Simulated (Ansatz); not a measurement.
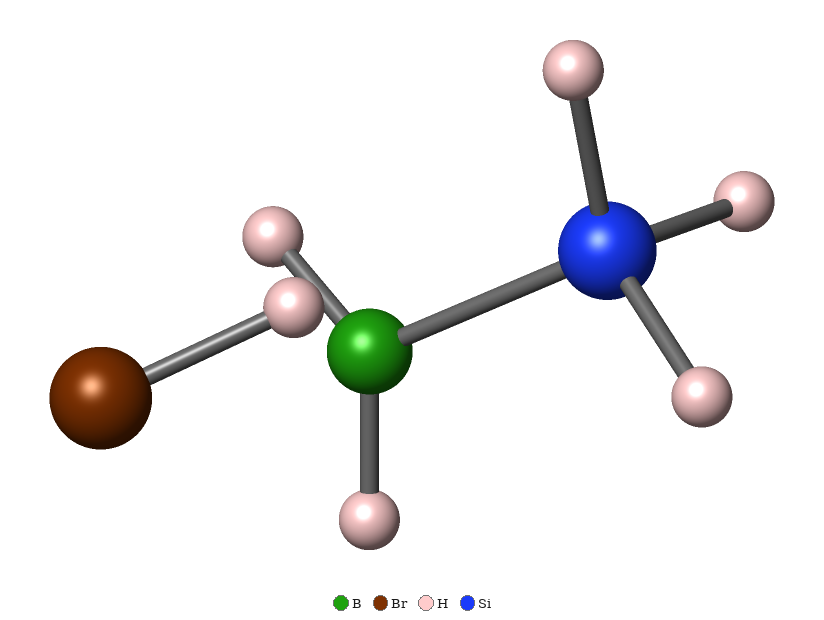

Sticks follow a distance rule. Harmonic vibrations computed with RKS PBE0-D4/def2-TZVP (Ansatz 0.2.0) at a stationary point of the same level.

How many imaginary frequencies does it have?

A first-order saddle point: one imaginary frequency, 346i cm⁻¹.

List the wavenumbers.

21 modes: 346i, 67, 122, 173, 234, 438, 464, 575, 625, 754, 880, 890, 921, 959, 1129, 2195, 2207, 2222, 2237, 2599, 2702 cm⁻¹.
